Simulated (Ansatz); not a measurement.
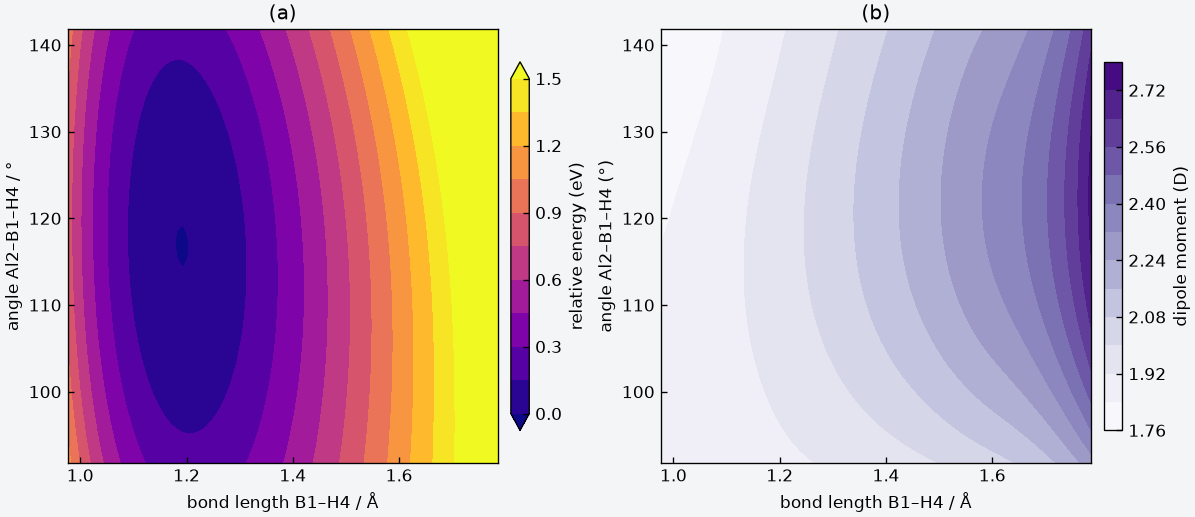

AlBClH2, SMILES [BH2][Al][Cl], spin multiplicity 2. 
- First axis: bond length B1–H4. Second axis: angle Al2–B1–H4.
- Nothing is relaxed (all other coordinates rigid).
- Grid: 9 × 9 points.
- Points are written as (first, second).
- Energies: eV, counted from the lowest grid point.
- Theory: UHF-MP2, frozen core/def2-TZVP (Ansatz 0.2.0).

Panel (a) is the energy and panel (b) the computed dipole moment on the same grid.

Drawn: filled contours, one colour for all values above the top of the scale. Between grid points the surface is interpolated.

**How does the dipole moment vary over the map, and what is it at the lowest grid point?**

Leaving out the highest fifth of the energies, it runs from 1.78 D at (0.976 Å, 141.8°) to 2.34 D at (1.685 Å, 104.3°). At the lowest grid point, (1.179 Å, 116.8°), it is 1.95 D.
